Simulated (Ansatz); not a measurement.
# Alloy of AlN and SiC (9 of 48 Al sites, 9 of 48 N sites exchanged), 96 atoms, part 1 of 2

How does this alloy cell relax, and what gap do PBEsol and r²SCAN give?

All numbers are computed with Ansatz 0.2.0 (PAW, plane waves).

## Step 1: The system as built

96 atoms (39 Al, 9 Si, 39 N, 9 C); a = 9.320 Å, b = 10.762 Å, c = 9.991 Å, α = 90.00°, β = 90.00°, γ = 90.00°. All atoms were shaken off their sites by about 0.02 Å along each axis.

Plan of the steps: (2) PBEsol cell relaxation at the single k point (¼, ¼, ¼), on 1 × NVIDIA H100 80GB HBM3 with 2 threads of AMD EPYC 7R13; (3) r²SCAN single point at the single k point (¼, ¼, ¼), on 1 × NVIDIA H100 80GB HBM3 with 2 threads of AMD EPYC 7R13.

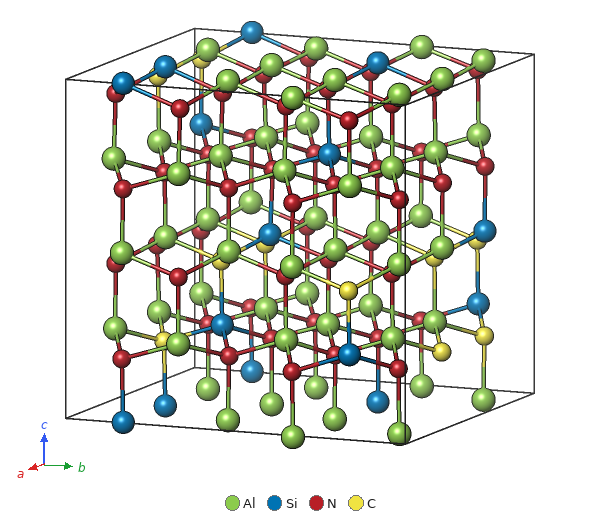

Start, viewed slightly off an axis; aluminium green, silicon blue, nitrogen red, carbon yellow. Atoms on faces are repeated.

## Step 2: PBEsol relaxation of the cell and the positions

Contents of in.yaml:

```yaml
crystal:
  lattice:
    - [9.319903, 0.000000, 0.000000]
    - [0.000000, 10.761696, 0.000000]
    - [0.000000, 0.000000, 9.991393]
  atoms:
    - { symbol: Al, position: [0.166236, 0.083061, 0.248901] }
    - { symbol: Al, position: [0.002218, 0.332079, 0.244473] }
    - { symbol: Al, position: [0.001054, 0.332202, 0.746397] }
    - { symbol: Al, position: [0.499186, 0.084914, 0.245104] }
    - { symbol: Al, position: [0.499485, 0.085413, 0.748407] }
    - { symbol: Al, position: [0.332162, 0.336259, 0.249159] }
    - { symbol: Al, position: [0.334062, 0.337249, 0.753812] }
    - { symbol: Al, position: [0.168949, 0.582476, 0.252481] }
    - { symbol: Al, position: [0.166127, 0.582607, 0.749597] }
    - { symbol: Al, position: [0.999969, 0.836417, 0.748948] }
    - { symbol: Al, position: [0.836194, 0.083635, 0.246913] }
    - { symbol: Al, position: [0.837764, 0.079935, 0.748047] }
    - { symbol: Al, position: [0.667346, 0.329831, 0.749663] }
    - { symbol: Al, position: [0.502979, 0.583172, 0.247266] }
    - { symbol: Al, position: [0.334614, 0.833984, 0.248171] }
    - { symbol: Al, position: [0.330157, 0.835170, 0.747604] }
    - { symbol: Al, position: [0.830453, 0.584524, 0.250423] }
    - { symbol: Al, position: [0.836771, 0.581860, 0.750542] }
    - { symbol: Al, position: [0.663466, 0.835108, 0.248548] }
    - { symbol: Al, position: [0.666462, 0.834473, 0.752216] }
    - { symbol: Al, position: [0.997969, 0.164663, 0.499995] }
    - { symbol: Al, position: [0.336147, 0.166690, 0.500161] }
    - { symbol: Al, position: [0.329925, 0.164404, 0.998900] }
    - { symbol: Al, position: [0.167857, 0.419971, 0.497102] }
    - { symbol: Al, position: [0.163688, 0.420045, 0.997603] }
    - { symbol: Al, position: [0.999812, 0.666052, 0.497636] }
    - { symbol: Al, position: [0.000304, 0.669063, 0.996001] }
    - { symbol: Al, position: [0.664813, 0.167084, 0.497047] }
    - { symbol: Al, position: [0.500467, 0.417010, 0.998704] }
    - { symbol: Al, position: [0.336565, 0.667982, 0.499951] }
    - { symbol: Al, position: [0.166299, 0.913620, 0.999553] }
    - { symbol: Al, position: [0.833417, 0.416952, 0.498714] }
    - { symbol: Al, position: [0.834704, 0.414795, 0.001547] }
    - { symbol: Al, position: [0.665182, 0.667040, 0.497722] }
    - { symbol: Al, position: [0.668903, 0.666499, 0.998826] }
    - { symbol: Al, position: [0.500768, 0.918605, 0.498562] }
    - { symbol: Al, position: [0.498442, 0.918547, 0.995681] }
    - { symbol: Al, position: [0.835816, 0.919420, 0.499733] }
    - { symbol: Al, position: [0.829998, 0.917683, 0.998325] }
    - { symbol: Si, position: [0.163120, 0.081426, 0.747478] }
    - { symbol: Si, position: [0.997763, 0.834167, 0.250909] }
    - { symbol: Si, position: [0.668450, 0.334850, 0.251230] }
    - { symbol: Si, position: [0.501395, 0.587027, 0.747987] }
    - { symbol: Si, position: [0.997619, 0.168441, 0.000782] }
    - { symbol: Si, position: [0.667547, 0.167047, 0.000053] }
    - { symbol: Si, position: [0.504974, 0.413577, 0.499239] }
    - { symbol: Si, position: [0.329520, 0.664676, 0.998415] }
    - { symbol: Si, position: [0.166642, 0.917902, 0.497221] }
    - { symbol: N, position: [0.999650, 0.164783, 0.188095] }
    - { symbol: N, position: [0.999239, 0.168562, 0.689500] }
    - { symbol: N, position: [0.334807, 0.167671, 0.190119] }
    - { symbol: N, position: [0.331872, 0.167399, 0.690539] }
    - { symbol: N, position: [0.166872, 0.418262, 0.189975] }
    - { symbol: N, position: [0.165224, 0.417093, 0.687498] }
    - { symbol: N, position: [0.999763, 0.666400, 0.188420] }
    - { symbol: N, position: [0.998574, 0.667550, 0.685849] }
    - { symbol: N, position: [0.669611, 0.165624, 0.688918] }
    - { symbol: N, position: [0.498079, 0.415742, 0.191206] }
    - { symbol: N, position: [0.496074, 0.418631, 0.690159] }
    - { symbol: N, position: [0.334692, 0.668335, 0.186803] }
    - { symbol: N, position: [0.333002, 0.663894, 0.686565] }
    - { symbol: N, position: [0.166204, 0.918382, 0.687791] }
    - { symbol: N, position: [0.831947, 0.417324, 0.190530] }
    - { symbol: N, position: [0.837936, 0.418291, 0.687147] }
    - { symbol: N, position: [0.666708, 0.666849, 0.187531] }
    - { symbol: N, position: [0.667970, 0.665450, 0.689731] }
    - { symbol: N, position: [0.495834, 0.918231, 0.688384] }
    - { symbol: N, position: [0.833857, 0.916327, 0.191223] }
    - { symbol: N, position: [0.832222, 0.918805, 0.689536] }
    - { symbol: N, position: [0.170466, 0.083348, 0.436330] }
    - { symbol: N, position: [0.000091, 0.331529, 0.441912] }
    - { symbol: N, position: [0.999175, 0.336161, 0.939124] }
    - { symbol: N, position: [0.500200, 0.079512, 0.442541] }
    - { symbol: N, position: [0.335203, 0.330652, 0.939919] }
    - { symbol: N, position: [0.162959, 0.582214, 0.439718] }
    - { symbol: N, position: [0.166692, 0.581723, 0.941398] }
    - { symbol: N, position: [0.996472, 0.832491, 0.940849] }
    - { symbol: N, position: [0.830643, 0.082921, 0.437707] }
    - { symbol: N, position: [0.832331, 0.083620, 0.939476] }
    - { symbol: N, position: [0.665249, 0.335051, 0.935865] }
    - { symbol: N, position: [0.498262, 0.584166, 0.439134] }
    - { symbol: N, position: [0.502420, 0.583035, 0.941578] }
    - { symbol: N, position: [0.333000, 0.831681, 0.938907] }
    - { symbol: N, position: [0.834104, 0.584069, 0.439809] }
    - { symbol: N, position: [0.829624, 0.584326, 0.940057] }
    - { symbol: N, position: [0.662649, 0.832252, 0.440301] }
    - { symbol: N, position: [0.664929, 0.833957, 0.940515] }
    - { symbol: C, position: [0.669199, 0.163901, 0.190995] }
    - { symbol: C, position: [0.167275, 0.916560, 0.187724] }
    - { symbol: C, position: [0.495152, 0.915423, 0.189833] }
    - { symbol: C, position: [0.165176, 0.083603, 0.940703] }
    - { symbol: C, position: [0.501377, 0.082488, 0.940691] }
    - { symbol: C, position: [0.331853, 0.334041, 0.440001] }
    - { symbol: C, position: [0.000645, 0.832677, 0.439297] }
    - { symbol: C, position: [0.666201, 0.331130, 0.440313] }
    - { symbol: C, position: [0.339663, 0.835008, 0.439355] }
  symmetry: { detect: false }
kpoints:
  mp_grid: { grid: [1, 1, 1], shift: [0.25, 0.25, 0.25] }
hamiltonian:
  xc: pbesol
scf:
  occupations: { method: fermi_dirac, width: 0.01 }
relax:
  f_tol: 0.03
  max_steps: 80
  escape_saddle: false
  adjacent_minimum: "off"
  cell: { fix: [alpha, beta, gamma] }
output:
  forces: true
  eigenvalues: true
  populations: true
  write_density: true
  write_potential: true
  elf: true
  volumetric_format: npy
```

On the command line:

```
$ ansatz run in.yaml --threads 2 --pin off --max-ram 30400MiB --runs-dir r --events-out ev --progress --plain --backend cuda --devices 0, --max-vram 18GiB
```

Standard output:

```text
Pseudopotentials: kind: paw
Functional definition: PBEsol
  exchange = pbesol_x
  correlation = pbesol_c
Crystal: 96 atoms, lattice volume = 1002.116 Å³
Basis set: ecut = 420 eV, 19593 PW (Γ), exchange–correlation on 128×144×144 points (8 copies of the dense FFT grid, shifted against one another)
Bands: 288, of which v1, the nominal top of the filled ones, is band 192 counted from 1 (191 counted from 0)
Symmetry: 1 space group operations
k-points: 1
Non-local potential: Al, projectors of the file, l = 0: 2, l = 1: 2, l = 2: 1
Non-local potential: Si, projectors of the file, l = 0: 2, l = 1: 2, l = 2: 2
Non-local potential: N, projectors of the file, l = 0: 2, l = 1: 2, l = 2: 1
Non-local potential: C, projectors of the file, l = 0: 2, l = 1: 2, l = 2: 1
PAW form: soft (Blöchl's): semilocal exchange-correlation on the pseudo side does not see the compensation charge
PAW frozen core: Al, regenerated for the run's functional, and the local potential with it (the file was generated under x = pbe(κ = 0.804, μ = 0.2195149727645171), c = pbe(β = 0.06672455060314922))
PAW frozen core: Si, regenerated for the run's functional, and the local potential with it (the file was generated under x = pbe(κ = 0.804, μ = 0.2195149727645171), c = pbe(β = 0.06672455060314922))
PAW frozen core: N, regenerated for the run's functional, and the local potential with it (the file was generated under x = pbe(κ = 0.804, μ = 0.2195149727645171), c = pbe(β = 0.06672455060314922))
PAW frozen core: C, regenerated for the run's functional, and the local potential with it (the file was generated under x = pbe(κ = 0.804, μ = 0.2195149727645171), c = pbe(β = 0.06672455060314922))
PAW one-centre angular grid: Al, 110 points (default); XC on 64 Gauss nodes
PAW one-centre angular grid: Si, 110 points (default); XC on 64 Gauss nodes
PAW one-centre angular grid: N, 110 points (default); XC on 64 Gauss nodes
PAW one-centre angular grid: C, 110 points (default); XC on 64 Gauss nodes
Initial density: superposition of atomic densities (neutral atoms: chi_scale 0, normalization atom), corrected by the library's trained network
Initial wavefunctions: pseudopotential atomic-orbital guess
Functional: x = pbesol(κ = 0.804, μ = 0.12345679012345678), c = pbesol(β = 0.046)
SCF iter   1: F=—  HF=-43135.612849 eV  |F-HF|=—  |Δ(HF+E_count)|=         —  Δρ=1.04e-2  dr2=1.95e0  ethr=1.77e-3  ⟨swp⟩=6.0  Hψ=1326  notcnv=0  defer=40
preconditioner: auto → Resta (q_TF=auto, 2.325 Å⁻¹)  ε∞=4.3  [insulator: Δε(μ)=2.437 eV  Ē_g=12.573 eV  σ=0.010 eV  W_gap=1.00  n_scr=218 (ndim 8)  ℏωp=23.0 eV  f_vac=0.000  D(μ)=0.00/eV (n_scr^D=0)  ε∞_Penn≈4.3]
SCF iter   2: F=—  HF=-43135.200366 eV  |F-HF|=—  |Δ(HF+E_count)|=   4.12e-1  Δρ=3.96e-3  dr2=4.96e-1  ethr=5.07e-4  ⟨swp⟩=1.0  Hψ=332  notcnv=0  defer=87
[... 4 lines of SCF cycles left out ...]
SCF iter   7: F=—  HF=-43135.068061 eV  |F-HF|=—  |Δ(HF+E_count)|=   7.15e-4  Δρ=1.07e-5  dr2=9.76e-7  ethr=1.85e-9  ⟨swp⟩=2.0  Hψ=389  notcnv=0  defer=91
SCF iter   8: F=-43135.068060 eV  HF=-43135.068061 eV  |F-HF|=2.91e-8  |Δ(HF+E_count)|=   2.04e-7  Δρ=2.36e-6  dr2=5.56e-8  ethr=2.60e-11  ⟨swp⟩=19.0  Hψ=2469  notcnv=0
SCF 1 converged in 8 iterations: F = -43135.068060 eV  dr2 = 5.56e-8
relax step   1: F+E_penalty+E_count = -43135.06806050 eV  Δ(F+E_penalty+E_count) = +0.000e0 eV  max|allowed force component| = 4.158e0 eV/Å  Δτ_max = 0.0000 Å  P = +1.362 GPa  Ω = 1002.116 Å³  fix = [alpha, beta, gamma]  reactions: alpha +0.444, beta +0.200, gamma -0.048 GPa/rad  (8 SCF iters, dr2 threshold 1.00e-7 eV, accepted)
[... 13 lines left out ...]
relax step   2: F+E_penalty+E_count = -43140.16282713 eV  Δ(F+E_penalty+E_count) = -5.095e0 eV  max|allowed force component| = 2.054e0 eV/Å  Δτ_max = 0.1048 Å  P = +0.004 GPa  Ω = 1004.800 Å³  energy of the carried Pulay correction = -8.023e-3 eV  fix = [alpha, beta, gamma]  reactions: alpha +0.291, beta +0.075, gamma -0.085 GPa/rad  (6 SCF iters, dr2 threshold 9.60e-6 eV, accepted)
[... 11 lines left out ...]
relax step   4: F+E_penalty+E_count = -43141.98693485 eV  Δ(F+E_penalty+E_count) = -9.808e-2 eV  max|allowed force component| = 9.442e-2 eV/Å  Δτ_max = 0.0338 Å  P = +0.037 GPa  Ω = 1005.565 Å³  energy of the carried Pulay correction = -1.031e-2 eV  fix = [alpha, beta, gamma]  reactions: alpha +0.042, beta -0.130, gamma -0.169 GPa/rad  (6 SCF iters, dr2 threshold 9.60e-6 eV, accepted)
[... 22 lines left out ...]
relax step   6: F+E_penalty+E_count = -43142.00304749 eV  Δ(F+E_penalty+E_count) = -1.271e-2 eV  max|allowed force component| = 1.906e-2 eV/Å  Δτ_max = 0.0000 Å  P = +0.002 GPa  Ω = 1005.786 Å³  fix = [alpha, beta, gamma]  reactions: alpha +0.027, beta -0.128, gamma -0.177 GPa/rad  stress off target by 1.47e-2 GPa on what of the cell is left free  SCF on the basis re-selected at this cell (its ene [...]
SCF converged after 5 iterations
Free energy (F): -43142.003047 eV
Harris-Foulkes:  -43142.003047 eV  (|F-HF|=3.64e-11)
Internal energy: -43142.003047 eV  (E = F + TS)
E sigma→0 (E₀):  -43142.003047 eV
Fermi energy:    10.269196 eV
--- Per-component energies (eV) ---
  E_band       = 778.057177
  E_kinetic    = 7408.792088
  E_local      = -9912.998188  (includes V_loc(G=0)·N_el)
  E_nonlocal   = 2634.892659
  E_hartree    = 3404.922773
  E_xc         = -4866.417960
  E_vxc        = -5171.032365  (∫ρ·V_xc dr)
  E_paw        = -27879.772143  (= ΣΔE_a)
  E_vpaw       = -991.446297  (= ΣTr[D̂ρ^β])
  E_aug_tail   = 0.003814  (compensation charges beyond the density's cutoff)
  E_ewald      = -13933.742317
  E_core_change = 2.316227  (= ΣΔE_core)
  E_smearing   = -0.000000  (= −TS)
  E_closure    = -0.000000  (closes the sum)
  Σ components = -43142.003047   (vs F -43142.003047, Δ=0.00e0)
--- Forces (eV/Å), atoms counted from 1 ---
  atom   1  Al    -0.00247140     0.00486987     0.00619943
  atom   2  Al     0.00084553     0.00631067    -0.00227144
[... 12 atoms left out ...]
  atom  15  Al    -0.01035074    -0.00199717     0.01500533
  atom  16  Al     0.00116891    -0.00760563     0.01412262
[... 19 atoms left out ...]
  atom  36  Al     0.00677647     0.01496273     0.00117805
[... 24 atoms left out ...]
  atom  61  N     -0.00308391     0.01520853    -0.00916381
[... 27 atoms left out ...]
  atom  89  C      0.00284761    -0.01567678     0.01415728
[... 4 atoms left out ...]
  atom  94  C      0.01905866    -0.00243667     0.00364245
  atom  95  C     -0.00964367    -0.01354863    -0.00353764
  atom  96  C     -0.01639394    -0.00014766    -0.00989185
  max |Σ_I F_I| component: 8.00e-5 eV/Å
--- Stress (GPa, compression-positive) ---
        0.012585       0.177146       0.127999
        0.177145       0.006924      -0.027030
        0.127996      -0.027030      -0.014707
  P = ⅓ Tr σ = 0.0016 GPa (0.016 kbar)
--- Band table (eV) ---
[... 1 line left out ...]
--- Relaxed structure (5 steps of the walk, 5 accepted, 1 SCFs on fresh bases) ---
  F+E_penalty+E_count = -43142.00304749 eV   max|allowed force component| = 1.906e-2 eV/Å   (the final SCF, on the basis selected at the relaxed cell)
  cell:  # Å, volume = 1005.7856 Å³
    - [9.350543731795565, -1.8428142141026475e-143, 2.2673963427992292e-145]
    - [-2.127898365106547e-143, 10.7813613785263, -2.8745251774848957e-143]
    - [2.4307600570166684e-145, -2.6687717936509583e-143, 9.976884469094868]
  atoms:
    - { symbol: Al, position: [0.16940000739722788, 0.07879079151249926, 0.24406104463523492] }
    - { symbol: Al, position: [-0.000838438810162964, 0.33264856454995817, 0.24946269314538752] }
[... 94 atoms left out; the next input holds them all, rounded ...]
--- Löwdin populations: 96 sites ---
  site symbol       q [e]
     0     Al      1.9761
     1     Al      1.9251
[... 94 atoms left out ...]
  spilling = 0.008947 (of n_electrons = 384.000000)
```

Run time: 25 s. Hardware: 1 × NVIDIA H100 80GB HBM3 with 2 threads of AMD EPYC 7R13, shared host; peak host memory 1.4 GiB.

The walk (solves on a freshly chosen basis count as rows, and their energies jump a little):

```csv
accepted step,energy change (eV),largest force component (eV/Å),SCF cycles,pressure (GPa)
1,0.000,4.158,8,1.36
2,-5.095,2.054,6,0.00
3,-6.821,0.403,7,-0.93
4,-6.919,0.094,6,0.04
5,-6.922,0.019,6,-0.01
6,-6.935,0.019,5,0.00
```

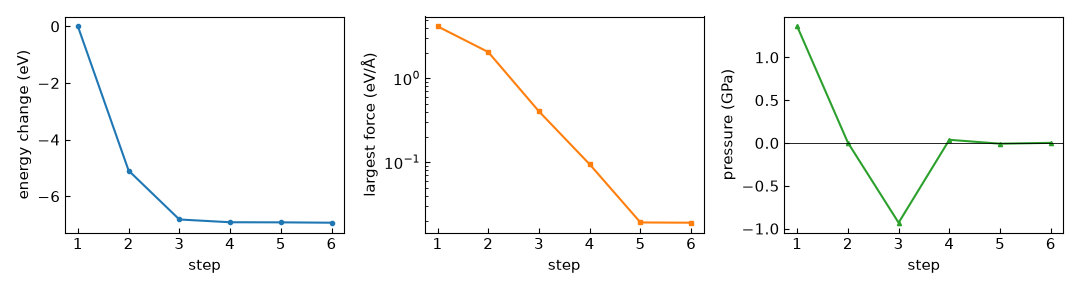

Energy, largest force component and pressure along the relaxation.

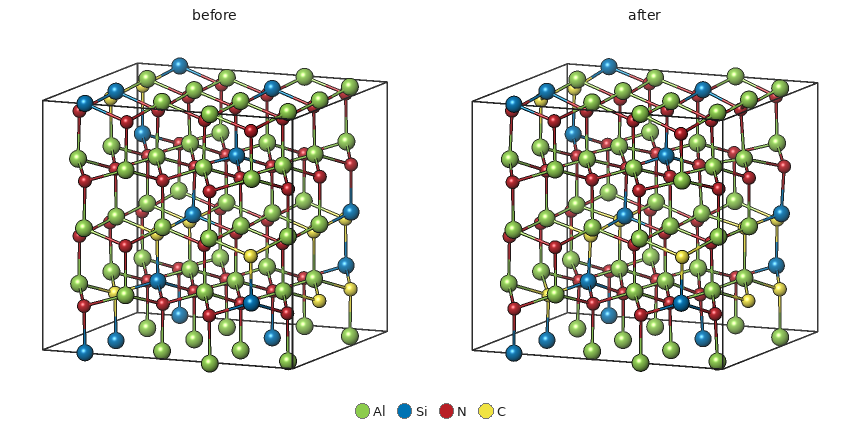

Before and after, at one scale.

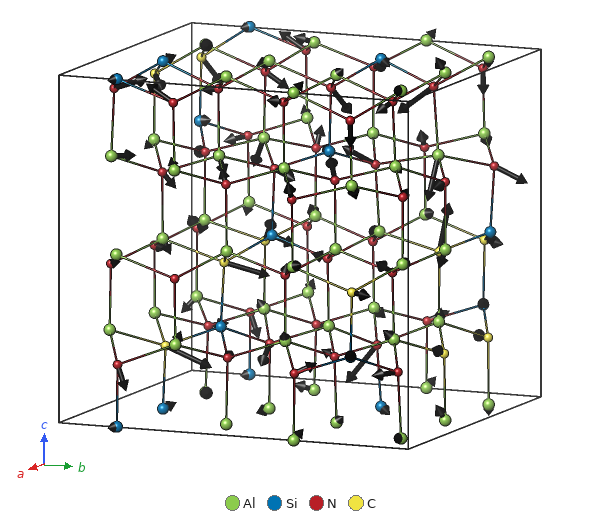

The relaxed cell; black arrows show the larger shifts of the atoms, drawn 9 times longer.

|  | before | after | change |
| --- | --- | --- | --- |
| a (Å) | 9.320 | 9.351 | +0.33 % |
| b (Å) | 10.762 | 10.781 | +0.18 % |
| c (Å) | 9.991 | 9.977 | -0.15 % |
| volume (Å³/atom) | 10.439 | 10.477 | +0.37 % |

Bond lengths by pair after relaxation (within a distance cut, which drops stretched bonds):

```csv
pair,count,mean (Å),spread (Å),least,most
Al–C,24,1.938,0.037,1.873,2.010
Al–N,132,1.912,0.039,1.849,2.053
C–Si,12,1.816,0.022,1.780,1.856
N–Si,24,1.819,0.042,1.752,1.922
```

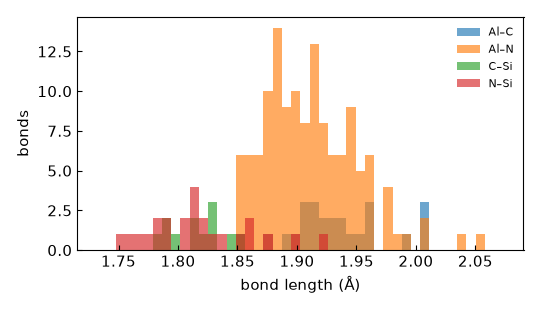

Spread of the bond lengths.

Top filled level 8.680 eV, lowest empty level 11.858 eV: 3.18 eV apart at the single k point (¼, ¼, ¼).

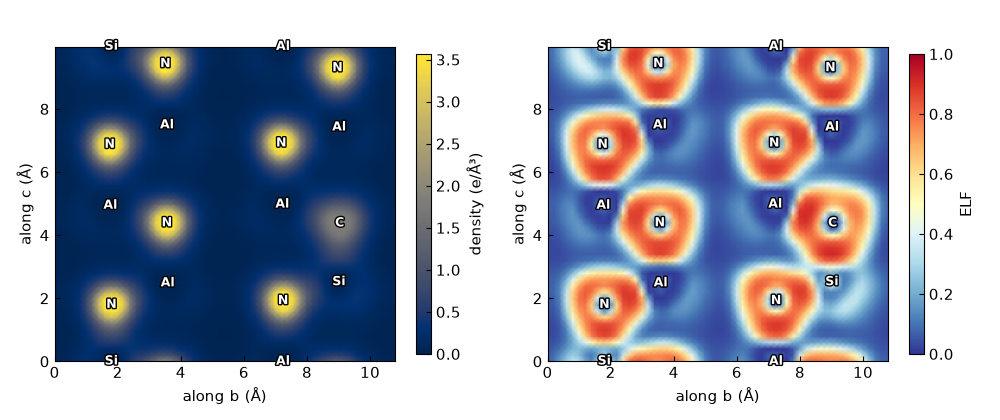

Density (left) and ELF (right) in a lattice plane of the grid's cell (edges 10.78 and 9.98 Å, at 0.000 of the third edge), which holds Al and Si and N and C. Only atoms in the plane are labelled. Both are smooth fields of the valence electrons: close to the nuclei they are not physical.

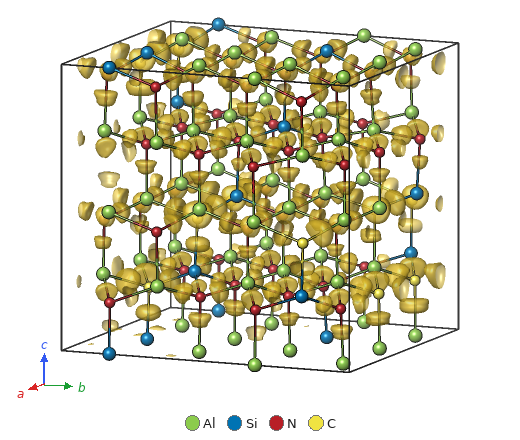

Surface of ELF = 0.85, drawn in one cell.

Outside the cores ELF peaks at 0.92 on the Si–C line, 0.9 Å from Si; 0.92 on the C–Si line, 0.9 Å from C; 0.92 on the C–Al line, 0.9 Å from C.

(Continued in part 2 of 2.)
